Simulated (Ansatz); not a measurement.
Pulling on the Ge1–H3 bond in BrGeH3 (SMILES [GeH3][Br]) (multiplicity 1 held, fragments rigid). Energies count from the point at 1.533 Å.
Geometry at that point (charge 0, multiplicity 1):
```xyz
5

Ge    -1.1456     0.0468     0.0046
Br     1.1842    -0.0484    -0.0048
H     -1.5399     1.4838    -0.3541
H     -1.6070    -0.3323     1.4163
H     -1.6424    -0.9559    -1.0428
```

Restricted levels (R-, RO-) in cc, def2 and unpolarised 6-31G sets keep to the state of the molecule at rest. Unrestricted levels (U-) break spin symmetry where that is lower. Active spaces are followed from a long bond inwards. Curves can end on different states.

Frozen-core correlation. Filled d and f shells under p-block atoms count as core.

Run with Ansatz (Gaussian basis) for Hartree–Fock, density functionals and correlated methods. 

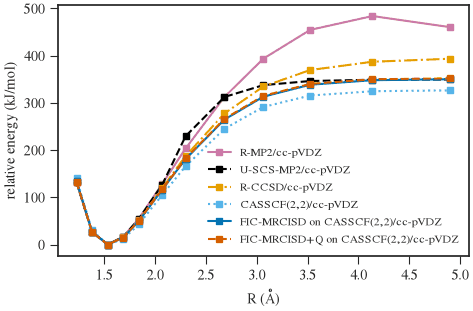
Figure: Relative energy along the coordinate

Doubts at one or more of the structures used: a restricted determinant that unrestricted orbitals would lower (R-MP2/cc-pVDZ, R-CCSD/cc-pVDZ); a spin-contaminated determinant (U-SCS-MP2/cc-pVDZ); other coupled-cluster roots lie near (R-CCSD/cc-pVDZ); T1 above 0.05 (R-CCSD/cc-pVDZ).

Ansatz is a program for electronic structure.
